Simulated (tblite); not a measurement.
**Geometry relaxation of C₇H₉FSi (part 4 of 4)**

Continued. System: C₇H₉FSi, SMILES Fc1cccc(C[SiH3])c1. Method: GFN2-xTB geometry optimisation, gas phase (tblite 0.8.0). It belongs to a series of runs on one base structure; here: H on C replaced by CH2SiH3.

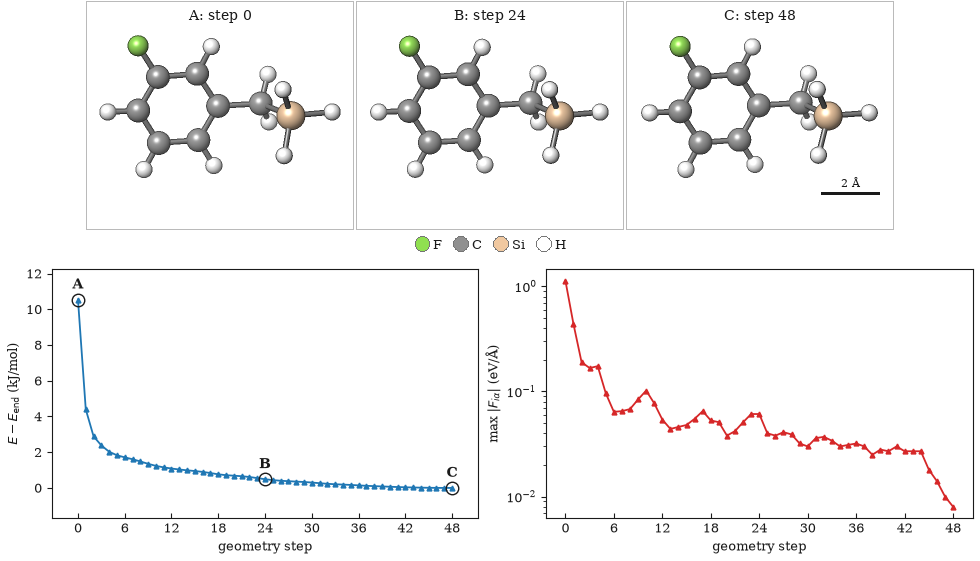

*Frames of the relaxation (ball-and-stick view, seen at a tilt) above the curves, on which the letters mark them (steps are counted from 0).*

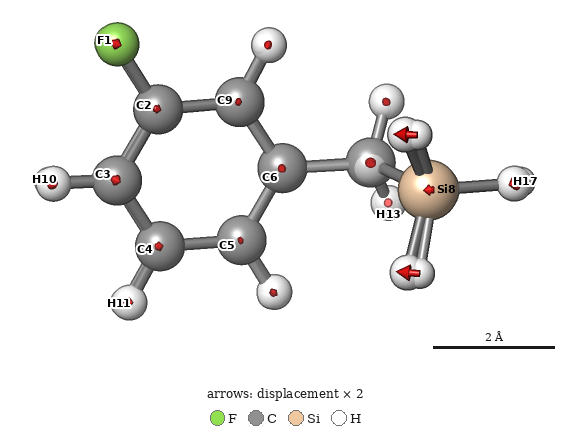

*Start (faint) and end (solid) with the displacements as red arrows, magnified 2 times (ball-and-stick view, seen at a tilt). The two geometries are laid on each other by the best rigid fit.*

The energy falls by 10.5 kJ/mol in 48 geometry steps. The largest force component goes from 1.1 to 0.008 eV/Å. The largest moves after the best rigid fit, 0.21 Å, are those of H15 and H16. Largest moves by element: H 0.21 Å, Si 0.10 Å, F 0.09 Å, C 0.09 Å. Among the contacts that change: C7–Si8 1.867 → 1.914 Å, Si8–H17 1.491 → 1.464 Å, C3–C4 1.410 → 1.384 Å, Si8–H15 1.485 → 1.462 Å. Among the angles that change: C6–C7–Si8 116.0° → 110.4°, H13–C7–H14 104.7° → 107.6°, C7–Si8–H15 111.6° → 108.8°. (Atoms are counted from 1 in the order of the input.)

This output came from the following input.

The input:
```
{"job": {"kind": "relax", "xc": "GFN2-xTB", "basis": "xTB"}, "charge": 0, "multiplicity": 1}
F      2.717300    -0.104600     2.264300
C      2.010800     0.032100     1.116300
C      2.588600     0.709100     0.060400
C      1.857100     0.855000    -1.135800
C      0.576900     0.293500    -1.224800
C      0.001800    -0.399800    -0.155900
C     -1.382500    -0.981600    -0.267400
Si    -2.786600     0.144500     0.230200
C      0.747100    -0.529500     1.035100
H      3.569600     1.134800     0.158200
H      2.287000     1.380500    -1.971000
H      0.025400     0.407500    -2.163500
H     -1.545700    -1.320700    -1.285900
H     -1.425500    -1.897200     0.342700
H     -2.673300     0.562800     1.650100
H     -2.829200     1.350800    -0.625200
H     -4.084300    -0.572300     0.067200
H      0.336900    -1.058800     1.893400
```

The first line tells a small driver script what to run in tblite; the rest is the geometry in Å.

Run as:
```bash
OMP_NUM_THREADS=1 python <driver script> task.json out
```

Summary:

- outcome: converged
- total energy: −708.3311 eV
- hardware: 1 CPU thread, shared host
- wall time: 1.4 s
- peak memory: 0.18 GiB
